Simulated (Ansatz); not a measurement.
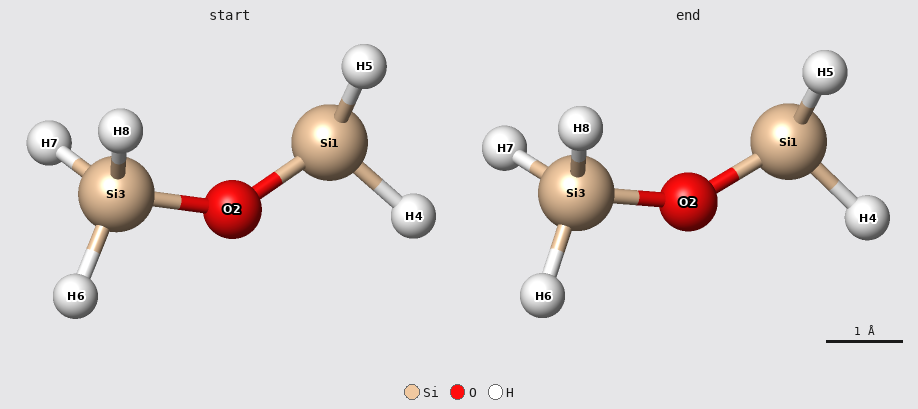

The structure of Si2H5O (multiplicity 2) before (left) and after (right) a relaxation, at one scale.

Style: ball-and-stick. Shown at a tilt.

The start comes from PBE-D4/def2-SVP.

The calculation used UKS PBE0-D4/def2-TZVP (Ansatz 0.2.0). Settings: force threshold 0.005 eV/Å; at most 150 steps.

### Summarise the run.

Over 17 geometry steps the energy falls by 1.54 kcal/mol. Largest force component: 0.76 eV/Å at the start, 0.0025 eV/Å at the end. The forces were under the threshold at step 7, but the run went on from there. O2 moves most after the best rigid fit: 0.13 Å. By element the largest moves are O 0.13 Å, H 0.11 Å, Si 0.04 Å. Some distances before and after: O2–Si3 1.679 → 1.638 Å, Si1–H5 1.516 → 1.494 Å, Si1–H4 1.509 → 1.490 Å, Si3–H7 1.505 → 1.485 Å. Among the angles between lasting bonds that change: Si1–O2–Si3 140.9° → 146.3°. The run took about 3 core-minutes on a shared host.
